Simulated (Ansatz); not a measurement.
# A thicker film of SnO2 (110) from three thinner ones

In a field along its normal an insulating film takes a dipole p. Written as a length, p/(ε₀AE), it should grow by 1 − 1/ε for each ångström added.

How it was computed: Ansatz 0.2.0, plane waves with PAW datasets (its set soft_2), PBE; rutile films relaxed at a bulk in-plane lattice constant near the measured one, then held in weak fields of both signs with a dipole correction (A is the cell's area, E the outer field).

| run | distance between the outer atoms (Å) | p/(ε₀AE) (Å) |
| --- | --- | --- |
| 2 units | 6.563 | 5.966 |
| 3 units | 9.570 | 8.529 |
| 4 units | 13.240 | 11.296 |
| 5 units | 16.540 | ? |

**Question.** What value belongs in the row marked “?”, and how far can the other rows tell?

A least-squares line through the 3 rows shown has slope 0.7967 and intercept 0.7965; no row lies more than 0.108 Å off it. That slope means ε = 1/(1 − 0.7967) = 4.92. At 16.540 it gives 0.7967 × 16.540 + 0.7965 = 13.974 Å, beyond the rows fitted. Rounding and scatter of the rows alone allow about ±0.218 Å there.

The run itself gives 13.928 Å: a miss of −0.046 Å, or 0.3 % of the value. The length is met to within 1 %, though ε is more sensitive than the length: the two thickest films give ε = 4.94.

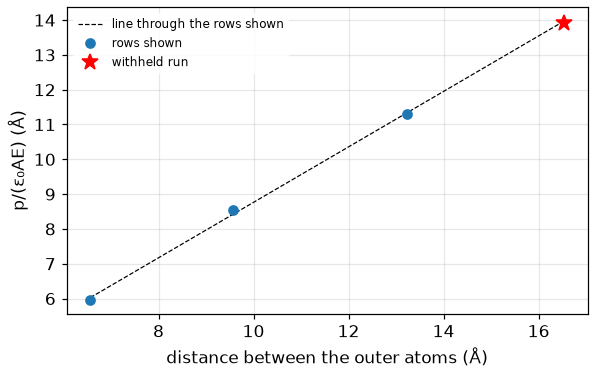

The fit and the withheld run.

**Limits.** This is the electronic response alone. A unit is one step of the cut along the normal (a plane, a pair of planes or a cell), and the layers relax along it, away from their bulk spacing where the functional's lattice constant differs from the one held.
